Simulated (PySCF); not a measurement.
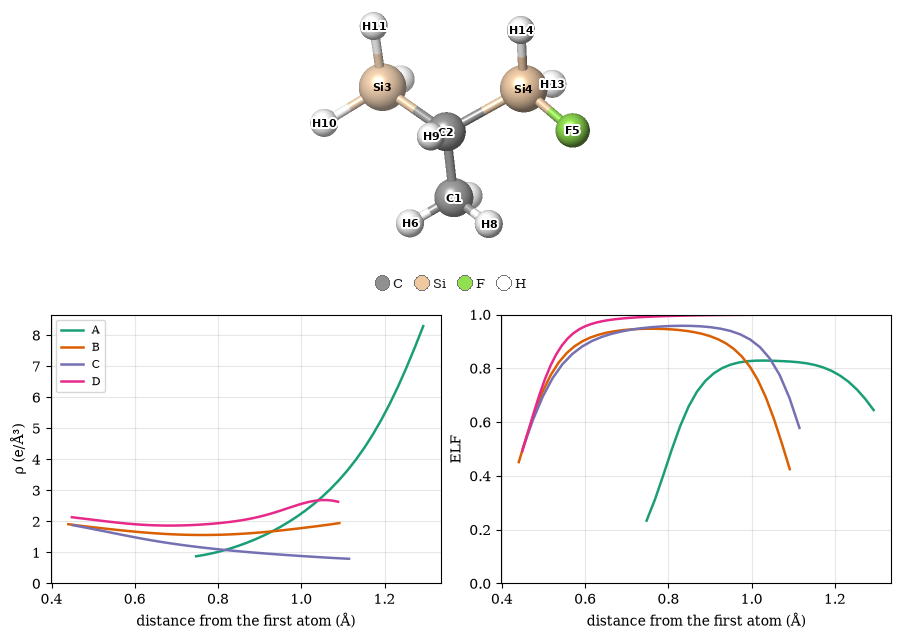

C$_{2}$H$_{9}$FSi$_{2}$ (SMILES C[C@H]([SiH3])[SiH2]F). Electron density and electron localisation function along straight lines between neighbouring atoms. The curves leave out the atomic cores. The structure is drawn too.

Geometry: GFN2-xTB.

These are results of PBE0/pcSseg-1, SCF density, gas phase, non-relativistic in PySCF, not measurements.

```xyz
14

C    -1.0259   -1.1583   -0.1334
C    -0.0525   -0.1211    0.4355
Si   -0.7160    1.6451    0.1710
Si    1.6959   -0.3692   -0.2588
F     2.1477   -1.8864    0.0671
H    -2.0121   -1.0564    0.3181
H    -1.1363   -1.0364   -1.2093
H    -0.6719   -2.1709    0.0554
H     0.0057   -0.2840    1.5180
H    -2.0474    1.7557    0.7739
H     0.1912    2.6053    0.8007
H    -0.8141    1.9221   -1.2639
H     1.7413   -0.2933   -1.7116
H     2.6936    0.4474    0.4152
```

Which curve belongs to which contact (C–C, C–H, C–Si and Si–F)? The first atom named is at distance zero.

Answer. Curve A: Si–F (1.62 Å): the density is about 1 e/Å³ at the midpoint; the ELF peaks at about 0.85 in the valence shell of F, 0.6 Å from its nucleus, and is about 0.50 at the midpoint. Curve B: C–C (1.53 Å): ρ at the midpoint is about 1.6 e/Å³; the ELF peaks at about 0.95 between the atoms: a covalent bond. Curve C: C–Si (1.90 Å): ρ is about 0.93 e/Å³ halfway; the ELF peaks at about 0.95 between the atoms: a covalent bond. Curve D: C–H (1.09 Å): ρ at the midpoint is about 2 e/Å³; the ELF climbs to about 1 towards the hydrogen, as it does in any bond to H (a covalent bond by its length).
